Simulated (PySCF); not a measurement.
Input

```
{"job": {"kind": "nmr", "xc": "PBE0", "basis": "pcSseg-1"}, "charge": 0, "multiplicity": 1}
B      2.667598    -0.349452     0.045058
C      1.148246    -0.129716     0.093639
C      0.579155     1.036857    -0.321997
C     -0.780474     1.489757    -0.399194
C     -1.952121     0.870423    -0.161801
O     -2.184394    -0.377197     0.236364
Si    -1.131823    -1.620897     0.462578
O      0.403445    -1.162308     0.605790
H      3.361521     0.514012    -0.323424
H      3.112126    -1.375605     0.379354
H      1.292537     1.775285    -0.662552
H     -0.879399     2.517490    -0.725109
H     -2.875084     1.426440    -0.297487
H     -1.476334    -2.150181     1.766009
H     -1.289413    -2.456918    -0.719141
```

Launched as:

```sh
OMP_NUM_THREADS=1 python probes_run.py task.json out
```

Geometry: GFN2-xTB.

All numbers below come from PBE0/pcSseg-1, SCF density, gas phase, non-relativistic (PySCF 2.14.0).

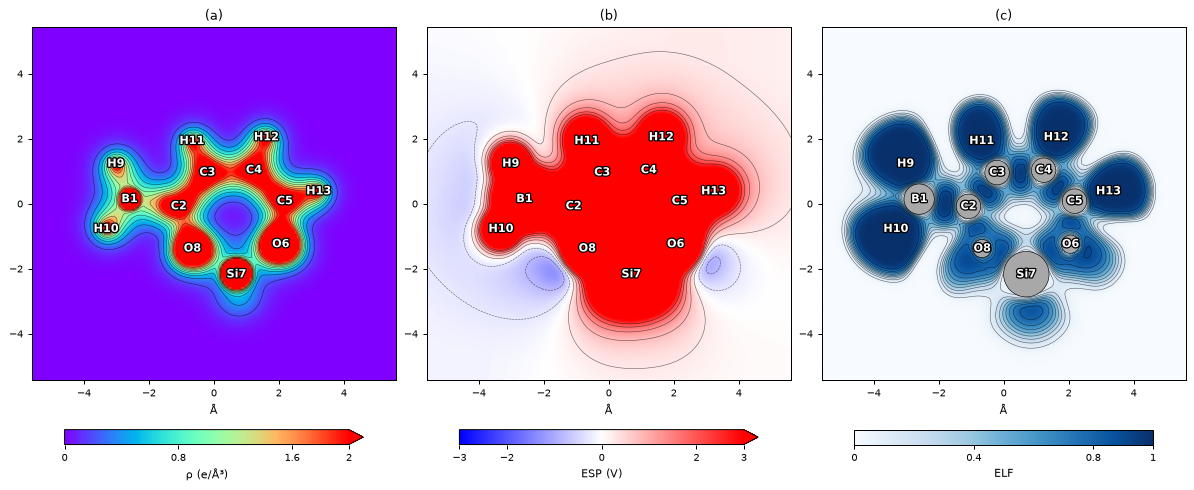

C$_{4}$H$_{7}$BO$_{2}$Si (SMILES BC1=CC=CO[SiH2]O1). (a) electron density; (b) molecular electrostatic potential; (c) ELF on the plane of atoms C5, C4 and H12. Grey discs cover the atomic cores in the ELF map.

Q: What do the fields say about this system?

A:
- The plane passes through B, C, O, Si and H nuclei.
- C–O (1.33 Å): ρ is about 2.4 e/Å³ halfway; the ELF peaks at about 0.85 between the atoms, as expected for a shared but strongly polarised pair.
- C–C (1.35 Å): ρ is about 2.2 e/Å³ halfway; the ELF peaks at about 0.95 between the atoms (a covalent bond).
- C–B (1.54 Å): ρ at the midpoint is about 1.5 e/Å³; the ELF peaks at about 1 between the atoms, as expected for a covalent bond.
- Si–O (1.61 Å): ρ is about 1.2 e/Å³ halfway; the ELF peaks at about 0.85 between the atoms (a polar covalent bond).
- C–H (1.08 Å): ρ at the midpoint is about 2 e/Å³; the ELF climbs to about 1 towards the hydrogen, as it does in any bond to H (an ordinary covalent bond to hydrogen).
- The ELF also peaks beside O8 and O6, away from the bonds: lone-pair regions.
- Outside the dense part of the molecule the potential is most negative (−1.3 V) near O8.
